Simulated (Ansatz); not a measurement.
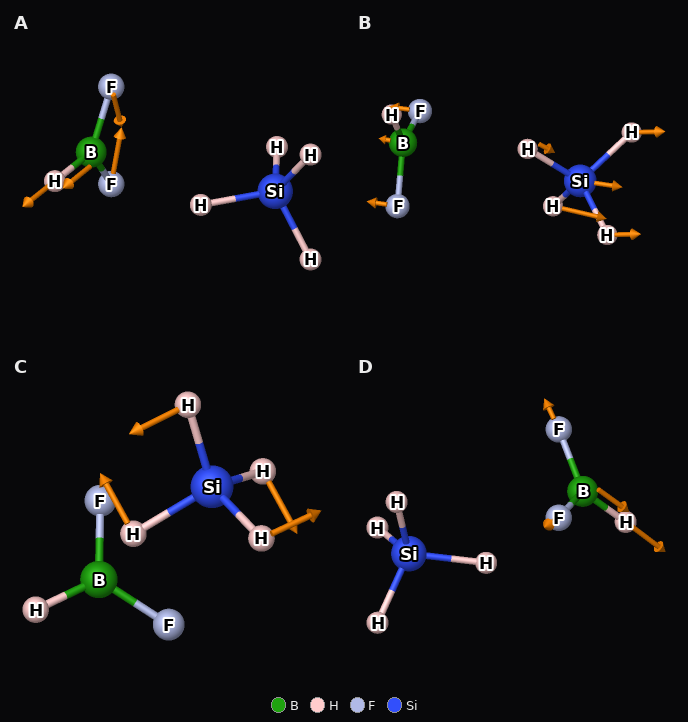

4 normal modes of one molecule or complex, as arrows. Harmonic vibrations computed with RKS PBE0-D4/def2-TZVP (Ansatz 0.2.0) at a stationary point of the same level.

Match the panels to the wavenumbers 47 cm⁻¹, 538 cm⁻¹, 965 cm⁻¹, 1183 cm⁻¹.

Answer. A: 538 cm⁻¹, F–B–F bending
B: 47 cm⁻¹
C: 965 cm⁻¹, H–Si–H bending
D: 1183 cm⁻¹
